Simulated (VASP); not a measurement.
# A VASP study of TiAu (PBEsol + D3(BJ)): structure first, properties next, part 3 of 5

Aim: relax TiAu, then compute properties on the relaxed cell. The start is a computed cell from the Materials Project.

VASP 6.6.1; PBEsol with D3(BJ); plane waves and PAW (Ti_sv, Au).

So far. Step 3 (Second relaxation): It ends with a largest force of 0.008 eV/Å and a pressure of -0.07 GPa. The volume moved by under 0.01 %: the run met its threshold at the first step. Step 4 (Density, ELF and potential (PBEsol + D3(BJ))): In this run the pressure is -0.07 GPa, small enough to go on.

### Step 5. Bands along the symmetry lines (PBEsol + D3(BJ))

Levels along the symmetry lines show where the bands peak and cross; KPOINTS_OPT computes them in the converged potential.

Input file INCAR:

```
SYSTEM = TiAu
PREC = Accurate
ENCUT = 400
EDIFF = 1E-06
NELM = 100
ISMEAR = 1
SIGMA = 0.2
LREAL = .FALSE.
ALGO = Normal
GGA = PS
IVDW = 12
NBANDS = 37
LORBIT = 11
LWAVE = .FALSE.
LCHARG = .FALSE.
KPAR = 4
```

Input file POSCAR:

```
TiAu
1.0
    4.5537516112      0.0000000000      0.0000000000
    0.0000000000      2.8089588544      0.0000000000
    0.0000000000      0.0000000000      4.8635001011
Ti Au
2 2
Direct
    0.2500000000      0.0000000000      0.8166752463
    0.7500000000      0.0000000000      0.1833247537
    0.2500000000      0.5000000000      0.3211522654
    0.7500000000      0.5000000000      0.6788477346
```

Input file KPOINTS:

```
Automatic mesh
0
Gamma
6 9 6
0 0 0
```

Input file KPOINTS_OPT:

```
Line mode
16
Line-mode
Reciprocal
  0.00000000   0.00000000   0.00000000 GAMMA
  0.00000000  -0.50000000   0.00000000 X

  0.00000000  -0.50000000   0.00000000 X
 -0.50000000  -0.50000000   0.00000000 S

 -0.50000000  -0.50000000   0.00000000 S
 -0.50000000   0.00000000   0.00000000 Y

 -0.50000000   0.00000000   0.00000000 Y
  0.00000000   0.00000000   0.00000000 GAMMA

  0.00000000   0.00000000   0.00000000 GAMMA
  0.00000000   0.00000000  -0.50000000 Z

  0.00000000   0.00000000  -0.50000000 Z
  0.00000000  -0.50000000  -0.50000000 U

  0.00000000  -0.50000000  -0.50000000 U
 -0.50000000  -0.50000000  -0.50000000 R

 -0.50000000  -0.50000000  -0.50000000 R
 -0.50000000   0.00000000  -0.50000000 T

 -0.50000000   0.00000000  -0.50000000 T
  0.00000000   0.00000000  -0.50000000 Z

 -0.50000000   0.00000000   0.00000000 Y
 -0.50000000   0.00000000  -0.50000000 T

  0.00000000  -0.50000000  -0.50000000 U
  0.00000000  -0.50000000   0.00000000 X

 -0.50000000  -0.50000000   0.00000000 S
 -0.50000000  -0.50000000  -0.50000000 R
```

PAW data sets: Ti_sv and Au (PBE family, release 64).

Run with:

```
mpirun -np 4 vasp_std
```

Log:

```text
[... set-up lines as in an earlier step ...]
 entering main loop
       N       E                     dE             d eps       ncg     rms          rms(c)
DAV:   1     0.468115047337E+03    0.46812E+03   -0.18778E+04  5920   0.124E+03
DAV:   2     0.156395394723E+02   -0.45248E+03   -0.42545E+03  6062   0.381E+02
DAV:   3    -0.271214970896E+02   -0.42761E+02   -0.41527E+02  8717   0.108E+02
DAV:   4    -0.298609531853E+02   -0.27395E+01   -0.26814E+01  7927   0.236E+01
DAV:   5    -0.299546314892E+02   -0.93678E-01   -0.93665E-01  7244   0.387E+00    0.189E+01
DAV:   6    -0.263931534046E+02    0.35615E+01   -0.74503E+00  6513   0.213E+01    0.692E+00
DAV:   7    -0.261903398183E+02    0.20281E+00   -0.71163E-01  7724   0.528E+00    0.368E+00
DAV:   8    -0.261801908644E+02    0.10149E-01   -0.13201E-01  6620   0.353E+00    0.860E-01
DAV:   9    -0.261678883572E+02    0.12303E-01   -0.23092E-02  7274   0.159E+00    0.480E-01
DAV:  10    -0.261667839431E+02    0.11044E-02   -0.23893E-03  7204   0.364E-01    0.898E-02
DAV:  11    -0.261668425091E+02   -0.58566E-04   -0.12709E-04  7020   0.731E-02    0.437E-02
DAV:  12    -0.261668606140E+02   -0.18105E-04   -0.36662E-05  6866   0.387E-02    0.125E-02
DAV:  13    -0.261668615462E+02   -0.93220E-06   -0.34314E-06  6794   0.111E-02
   1 F= -.28879856E+02 E0= -.28878640E+02  d E =-.365004E-02
 Start KPOINTS_OPT (optional k-point list driver)
k-point batch [1-80\192]
       N       E                     dE             ncg
DAV:   1     0.176755343290E+05   -0.52569E+05     5933
DAV:   2    -0.183633972540E+05   -0.36039E+05     6062
DAV:   3    -0.218966633430E+05   -0.35333E+04     8902
DAV:   4    -0.221160231963E+05   -0.21936E+03     7719
DAV:   5    -0.221245357492E+05   -0.85126E+01     7300
DAV:   6    -0.221246226937E+05   -0.86944E-01     7089
DAV:   7    -0.221246256759E+05   -0.29822E-02     7192
DAV:   8    -0.221246257523E+05   -0.76357E-04     6154
DAV:   9    -0.221246257553E+05   -0.30120E-05     4294
DAV:  10    -0.221246257555E+05   -0.25205E-06     4005
[...]
k-point batch [161-192\192]
       N       E                     dE             ncg
DAV:   1     0.532836157370E+05   -0.47685E+05     2381
DAV:   2     0.392534200987E+05   -0.14030E+05     2396
DAV:   3     0.379143429079E+05   -0.13391E+04     3376
DAV:   4     0.378236289704E+05   -0.90714E+02     3286
DAV:   5     0.378190310691E+05   -0.45979E+01     2990
DAV:   6     0.378189980495E+05   -0.33020E-01     2952
DAV:   7     0.378189971262E+05   -0.92338E-03     2959
DAV:   8     0.378189971034E+05   -0.22776E-04     2633
DAV:   9     0.378189971028E+05   -0.57930E-06     1668
```

Elapsed: 26 s, on 4 MPI ranks of Intel Xeon 6975P-C (Granite Rapids), shared host; peak memory 1.1 GiB.

Parts of OUTCAR (step 5):

```text
   k-points           NKPTS =     80   k-points in BZ     NKDIM =     80   number of bands    NBANDS=     37

   NELECT =      46.0000    total number of electrons

 E-fermi :  10.4951

 k-point     1 :       0.0000    0.0000    0.0000
  band No.  band energies     occupation
    ...
     20       7.2631      2.00000
     21       8.9725      2.00000
     22       9.8789      2.00012
     23      10.1002      2.01736
     24      10.3364      1.97674
     25      10.5655      0.44320
     26      12.2480     -0.00000
     27      12.7980     -0.00000
     28      12.8536     -0.00000
     29      13.1222     -0.00000
    ...

 Edisp (eV)   -2.71299

  Total      -0.04711    -0.06135    -0.04784     0.00000     0.00000     0.00000
  in kB      -1.21322    -1.57992    -1.23201     0.00000     0.00000     0.00000
  external pressure =       -1.34 kB  Pullay stress =        0.00 kB

 POSITION                                       TOTAL-FORCE (eV/Angst)
 -----------------------------------------------------------------------------------
      1.13844      0.00000      3.97190         0.000000      0.000000     -0.007977
      3.41531      0.00000      0.89160        -0.000000      0.000000      0.007977
      1.13844      1.40448      1.56192        -0.000000      0.000000     -0.003902
      3.41531      1.40448      3.30158        -0.000000      0.000000      0.003902
 -----------------------------------------------------------------------------------
    total drift:                                0.000000     -0.000000      0.000000

  FREE ENERGIE OF THE ION-ELECTRON SYSTEM (eV)
  ---------------------------------------------------
  free  energy   TOTEN  =       -28.8798563350 eV

  energy  without entropy=      -28.8762062984  energy(sigma->0) =      -28.87863966

[... 9 parts as in an earlier step ...]

[... 7 further parts left out ...]
```

Spin-orbit coupling is off here; with elements this heavy it splits and shifts levels by tenths of an eV or more.

This step gave:

- SCF cycles: 13
- bands: 37
- Fermi energy: 10.50 eV
- pressure: -0.1342 GPa

Electronic bands along the path, in eV, zero at the Fermi level; # counts the bands kept, so #1 is VASP's band 9:

```csv
point,#13,#14,#15,#16,#17,#18,#19,#20
Γ,-1.52,-0.62,-0.39,-0.16,0.07,1.75,2.30,2.36
X,-1.53,-1.18,-0.43,-0.09,-0.08,0.89,1.92,2.58
S,-1.28,-1.28,-0.79,-0.79,0.53,0.53,2.55,2.55
Y,-0.78,-0.78,0.02,0.02,0.42,0.42,1.97,1.97
Γ,-1.52,-0.62,-0.39,-0.16,0.07,1.75,2.30,2.36
Z,-1.58,-0.79,-0.63,-0.45,-0.20,0.78,1.80,1.98
U,-0.80,-0.75,-0.43,0.20,0.32,2.36,2.51,2.52
R,-0.03,-0.03,0.08,0.08,0.86,0.86,2.25,2.25
T,-2.98,-2.98,-0.78,-0.78,0.58,0.58,1.55,1.55
Z,-1.58,-0.79,-0.63,-0.45,-0.20,0.78,1.80,1.98
jump to Y,-0.78,-0.78,0.02,0.02,0.42,0.42,1.97,1.97
T,-2.98,-2.98,-0.78,-0.78,0.58,0.58,1.55,1.55
jump to U,-0.80,-0.75,-0.43,0.20,0.32,2.36,2.51,2.52
X,-1.53,-1.18,-0.43,-0.09,-0.08,0.89,1.92,2.58
jump to S,-1.28,-1.28,-0.79,-0.79,0.53,0.53,2.55,2.55
R,-0.03,-0.03,0.08,0.08,0.86,0.86,2.25,2.25
```

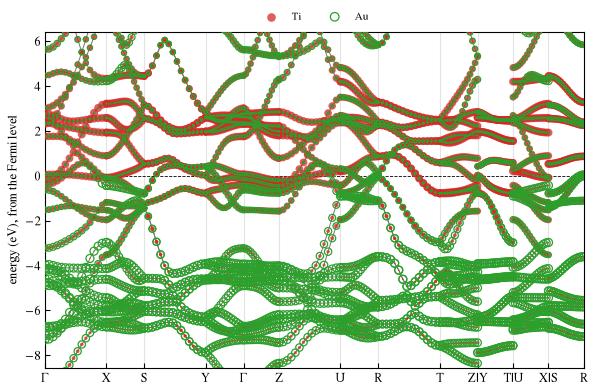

Electronic bands along the path; dots are coloured as in the legend, and their area grows with the weight.

There is no gap at this level.

### Step 6. Density of states (PBEsol + D3(BJ))

Here the states are counted by energy and projected on the atoms. The mesh is finer than in the run before.

Changes to INCAR since step 5:

```diff
@@ -5,3 +5,3 @@
 NELM = 100
-ISMEAR = 1
+ISMEAR = -5
 SIGMA = 0.2
@@ -16 +16,2 @@
 KPAR = 4
+NEDOS = 2001
```

POSCAR is that of step 5.

Input file KPOINTS:

```
Automatic mesh
0
Gamma
9 14 8
0 0 0
```

Run with:

```
mpirun -np 4 vasp_std
```

Log:

```text
[... set-up lines as in an earlier step ...]
 entering main loop
       N       E                     dE             d eps       ncg     rms          rms(c)
DAV:   1     0.466606580406E+03    0.46661E+03   -0.18752E+04 14826   0.123E+03
DAV:   2     0.158767616448E+02   -0.45073E+03   -0.42415E+03 15075   0.380E+02
DAV:   3    -0.271214531842E+02   -0.42998E+02   -0.41686E+02 21964   0.108E+02
DAV:   4    -0.298663293070E+02   -0.27449E+01   -0.26872E+01 20108   0.236E+01
DAV:   5    -0.299587881278E+02   -0.92459E-01   -0.92444E-01 17985   0.387E+00    0.188E+01
DAV:   6    -0.263941259543E+02    0.35647E+01   -0.75510E+00 16222   0.212E+01    0.701E+00
DAV:   7    -0.261908440360E+02    0.20328E+00   -0.71592E-01 19848   0.557E+00    0.347E+00
DAV:   8    -0.261809951209E+02    0.98489E-02   -0.13502E-01 16605   0.361E+00    0.219E+00
DAV:   9    -0.261634133188E+02    0.17582E-01   -0.31460E-02 16620   0.140E+00    0.505E-01
DAV:  10    -0.261615617149E+02    0.18516E-02   -0.58209E-03 18364   0.600E-01    0.893E-02
DAV:  11    -0.261616183945E+02   -0.56680E-04   -0.22724E-04 16832   0.993E-02    0.735E-02
DAV:  12    -0.261616520537E+02   -0.33659E-04   -0.95142E-05 16874   0.668E-02    0.172E-02
DAV:  13    -0.261616501529E+02    0.19008E-05   -0.10850E-05 17799   0.194E-02    0.118E-02
DAV:  14    -0.261616501215E+02    0.31459E-07   -0.44522E-07 10100   0.518E-03
   1 F= -.28874645E+02 E0= -.28874645E+02  d E =0.000000E+00
 -----------------------------------------------------------------------------
|                                                                             |
|           W    W    AA    RRRRR   N    N  II  N    N   GGGG   !!!           |
|           W    W   A  A   R    R  NN   N  II  NN   N  G    G  !!!           |
|           W    W  A    A  R    R  N N  N  II  N N  N  G       !!!           |
|           W WW W  AAAAAA  RRRRR   N  N N  II  N  N N  G  GGG   !            |
|           WW  WW  A    A  R   R   N   NN  II  N   NN  G    G                |
|           W    W  A    A  R    R  N    N  II  N    N   GGGG   !!!           |
|                                                                             |
|     Tetrahedron method does not include variations of the Fermi             |
|     occupations, so forces and stress will be inaccurate. We suggest        |
|     using a different smearing scheme ISMEAR = 1 or 2 for metals in         |
|     relaxations.                                                            |
|                                                                             |
 -----------------------------------------------------------------------------
```

Wall time 27 s (4 MPI ranks); peak memory 1.5 GiB; 1.7 min of CPU time.

Parts of OUTCAR (step 6):

```text
   k-points           NKPTS =    200   k-points in BZ     NKDIM =    200   number of bands    NBANDS=     37

   NELECT =      46.0000    total number of electrons

 E-fermi :  10.4922

 k-point     1 :       0.0000    0.0000    0.0000
  band No.  band energies     occupation
    ...
     20       7.2584      2.00000
     21       8.9719      2.00000
     22       9.8791      2.00000
     23      10.1103      2.00000
     24      10.3485      2.00000
     25      10.5643      0.00000
     26      12.2469      0.00000
     27      12.8069      0.00000
     28      12.8584      0.00000
     29      13.1275      0.00000
    ...

 Edisp (eV)   -2.71299

  Total       0.08819    -0.44176     0.02190     0.00000     0.00000     0.00000
  in kB       2.27124   -11.37717     0.56396     0.00000     0.00000     0.00000
  external pressure =       -2.85 kB  Pullay stress =        0.00 kB

 POSITION                                       TOTAL-FORCE (eV/Angst)
 -----------------------------------------------------------------------------------
      1.13844      0.00000      3.97190        -0.000000     -0.000000     -0.006386
      3.41531      0.00000      0.89160         0.000000     -0.000000      0.006386
      1.13844      1.40448      1.56192         0.000000     -0.000000     -0.023409
      3.41531      1.40448      3.30158        -0.000000      0.000000      0.023409
 -----------------------------------------------------------------------------------
    total drift:                                0.000000     -0.000000      0.000000

  FREE ENERGIE OF THE ION-ELECTRON SYSTEM (eV)
  ---------------------------------------------------
  free  energy   TOTEN  =       -28.8746449103 eV

  energy  without entropy=      -28.8746449103  energy(sigma->0) =      -28.87464491

[... 7 parts as in an earlier step ...]

[... 9 further parts left out ...]
```

So high a DOS at the Fermi level, on d states, may signal a magnetic instability, which a run without spin can't show. With tetrahedra the forces and stress of a metal are not exact derivatives of the energy.

This step gave:

| Item | Value |
| --- | --- |
| SCF cycles | 14 |
| irreducible k-points | 200 |
| free energy (TOTEN) | -28.87 eV |
| Fermi energy | 10.49 eV |
| pressure | -0.2847 GPa |
| DOS at the Fermi level | 6.789 states/eV/cell |

The density of states has structure finer than the step of the table below, so its rows give means over 1 eV, whole bins alone (the curve runs from -12.0 to 2.69 eV). Peaks (eV: height): total -6.5: 8.96, -6.3: 8.69, -6.1: 8.48, 2.1: 8.81; Ti d 0.0: 4.34, 0.8: 3.87, 2.1: 7.13; Au d -6.5: 6.44, -6.1: 6.43, -5.7: 6.42, -4.6: 6.89; Au p -5.7: 0.150, -1.5: 0.419, -0.8: 0.572, 0.8: 0.240; Au s -7.3: 0.516, -7.0: 0.537, -6.6: 0.528, -3.4: 0.324.

States under -12.0 eV and over 2.7 eV are left out. Table of density of states by energy, zero at the Fermi level; means over each step; values in states/eV/cell:

```csv
energy (eV),total,Ti d,Au d,Au p,Au s
-10,0,0,0,0,0
-9,0.193,6.0e-4,0.00542,0.00257,0.0810
-8,0.656,0.00803,0.0833,0.0157,0.246
-7,4.20,0.150,2.52,0.0560,0.435
-6,7.00,0.240,5.29,0.0986,0.150
-5,6.16,0.221,4.92,0.0949,0.0784
-4,4.20,0.190,3.11,0.112,0.177
-3,1.15,0.149,0.409,0.104,0.156
-2,1.25,0.311,0.239,0.180,0.0626
-1,3.02,1.26,0.342,0.398,0.0454
0,4.38,2.70,0.477,0.185,0.0431
1,3.82,2.56,0.382,0.158,0.0217
2,6.01,4.83,0.409,0.0961,0.0116
```

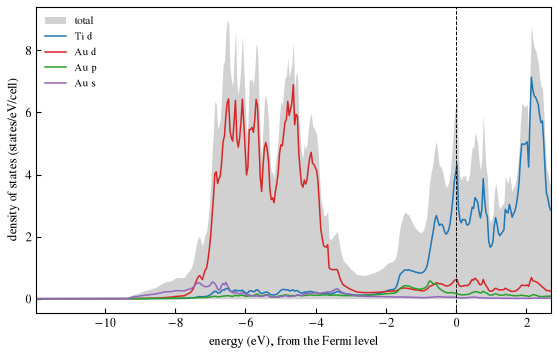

Density of states against energy.

The finer mesh and the other smearing move the Fermi level by -0.00 eV from the 6×9×6 run, a small shift, which tests the Fermi level alone. Of the states within 0.3 eV of the Fermi level, the largest shares in the PAW spheres are Ti d 63 % and Au d 10 %. The rest lies in smaller channels or between the spheres.

### Step 7. Core-level energies (PBEsol + D3(BJ))

Core levels shift with the potential at each site, so they tell like atoms on unlike sites apart.

Input file INCAR:

```
SYSTEM = TiAu
PREC = Accurate
ENCUT = 400
EDIFF = 1E-06
NELM = 100
ISMEAR = 1
SIGMA = 0.2
LREAL = .FALSE.
ALGO = Normal
GGA = PS
IVDW = 12
NBANDS = 29
LORBIT = 11
LWAVE = .FALSE.
LCHARG = .FALSE.
KPAR = 4
ICORELEVEL = 1
```

POSCAR is that of step 6.

Input file KPOINTS:

```
Automatic mesh
0
Gamma
6 9 6
0 0 0
```

Run with:

```
mpirun -np 4 vasp_std
```

Log:

```text
[... set-up lines as in an earlier step ...]
 entering main loop
       N       E                     dE             d eps       ncg     rms          rms(c)
[... 14 cycles as in an earlier step ...]
   1 F= -.28879856E+02 E0= -.28878639E+02  d E =-.365093E-02
```

Elapsed: 10 s, on 4 MPI ranks; peak memory 0.83 GiB; 38 s of CPU time.

Parts of OUTCAR (step 7):

```text
   NELECT =      46.0000    total number of electrons

 the core state eigenenergies are
   1-  1s  -4852.6870  2s   -521.1249  2p   -428.4320
   2-  1s  -4852.6870  2s   -521.1249  2p   -428.4320
   3-  1s -80737.0043  2s -14233.3528  2p -12299.5625  3s  -3350.6577  3p  -2790.0292
       3d  -2192.3347  4s   -718.1253  4p   -534.3504  4d   -314.0247  4f    -69.4205
       5s    -96.2959  5p    -47.5486
   4-  1s -80737.0043  2s -14233.3528  2p -12299.5625  3s  -3350.6577  3p  -2790.0292
       3d  -2192.3347  4s   -718.1253  4p   -534.3504  4d   -314.0247  4f    -69.4205
       5s    -96.2959  5p    -47.5486

 E-fermi :  10.4950

 Edisp (eV)   -2.71299

[... 20 parts as in an earlier step ...]

[... 1 further part left out ...]
```

These are scalar-relativistic Kohn-Sham levels of the ground state, with no core hole, so they are not binding energies.

This step gave:

- bands: 29
- irreducible k-points: 80
- free energy (TOTEN): -28.88 eV
- pressure: -0.07465 GPa

Kohn-Sham core levels. Core levels, by row:

```csv
atom,shell,level below the Fermi level (eV)
Ti1,1s,4863
Ti1,2s,531.6
Ti1,2p,438.9
Ti2,1s,4863
Ti2,2s,531.6
Ti2,2p,438.9
Au3,1s,80748
Au3,2s,14244
Au3,2p,12310
Au3,3s,3361
Au3,3p,2801
Au3,3d,2203
Au3,4s,728.6
Au3,4p,544.8
Au3,4d,324.5
Au3,4f,79.92
Au3,5s,106.8
Au3,5p,58.04
Au4,1s,80748
Au4,2s,14244
Au4,2p,12310
Au4,3s,3361
Au4,3p,2801
Au4,3d,2203
Au4,4s,728.6
Au4,4p,544.8
Au4,4d,324.5
Au4,4f,79.92
Au4,5s,106.8
Au4,5p,58.04
```

Atoms of one element give levels within 0.1 eV of each other.

(Continued in part 4 of 5.)

[Lines on the potential files, build, host, timing and source positions are cut from VASP's logs without a mark.]

[Logs are printed without paths, hosts, clocks, repeated set-up lines and the standing remarks that a program may print on its own settings, such as how far it seeks lower states.]

[Hosts, paths, dates, database ids (printed as entryN), source tags and the programs' standing remarks are cut or masked in the printed files.]

[Measured values are set beside computed ones only where the two were judged alike; some that the calculation misses by far are left out.]
